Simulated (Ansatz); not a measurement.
# Fields on a plane of Cu (fcc, Cu type)

```
Cu
1.0
    0.00000     1.78169     1.78169
    1.78169     0.00000     1.78169
    1.78169     1.78169     0.00000
Cu
1
Direct
  0.00000   0.00000   0.00000
```

The slice is a {111} plane (indices of the conventional cell) through the point (0.000, 0.000, 0.000) (fractional), spanned by u = [100] and v = [-1 2 0] in vectors of this cell: u (2.52 Å) and v (4.36 Å, at 90° to u). It covers one period; positions are fractions (u, v).

Atoms on it: Cu at (0.00, 0.00); Cu at (0.50, 0.50).

Level of theory: PBEsol (plane waves to 420 eV, PAW, scalar-relativistic; Ansatz, a program for electronic structure). k mesh 22×22×22. These are valence fields of a PAW run, semicore shells included where kept as valence: close to a nucleus they are smooth pseudo fields. Cu is run without spin polarisation. Cu was relaxed with its symmetry unable to fall. The PAW data are Ansatz's earlier set.

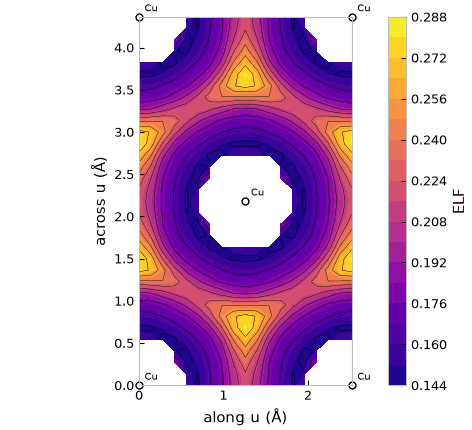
Figure. Electron localisation function (ELF), one period of the plane, atoms marked. Points within 0.5 Å of a nucleus are left white, as the pseudised field means little there.

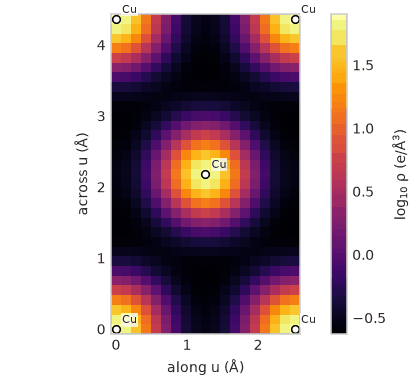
Figure: Log₁₀ of the valence density in e/Å³, one period of the plane, atoms marked. The scale is logarithmic, as a density can span decades between atoms and voids.

The density on the Cu–Cu line (2.52 Å) at its midpoint is 0.28 e/Å³. The ELF at that point is 0.22.
